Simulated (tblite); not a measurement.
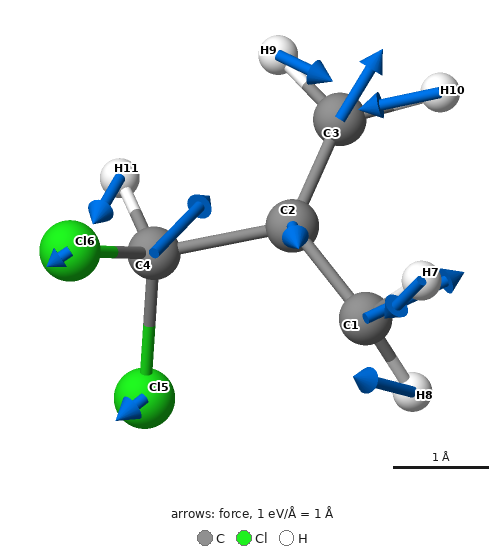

Starting geometry of C4H5Cl2 (multiplicity 2) with the computed forces as blue arrows. The picture is a ball-and-stick view, seen at a tilt.

Computed with GFN2-xTB geometry optimisation, gas phase (tblite 0.8.0). 

> What follows when this structure is relaxed?

It isn't relaxed: the largest force vector, on C4, is 1.31 eV/Å. The final displacements follow the starting forces only in part (cosine between the two patterns 0.39). The largest move after the best rigid fit is that of H8, 1.22 Å. Largest moves by element: H 1.22 Å, Cl 0.30 Å, C 0.15 Å. Among the contacts that change: C1–C2 1.460 → 1.377 Å, C2–C3 1.328 → 1.375 Å, C4–Cl6 1.755 → 1.783 Å, C1–H7 1.100 → 1.074 Å. Among the angles between lasting bonds that change: C2–C1–H8 114.4° → 121.2°, C2–C4–H11 106.5° → 112.6°, Cl5–C4–Cl6 115.1° → 109.2°. The energy falls by 94.6 kJ/mol in 75 geometry steps.
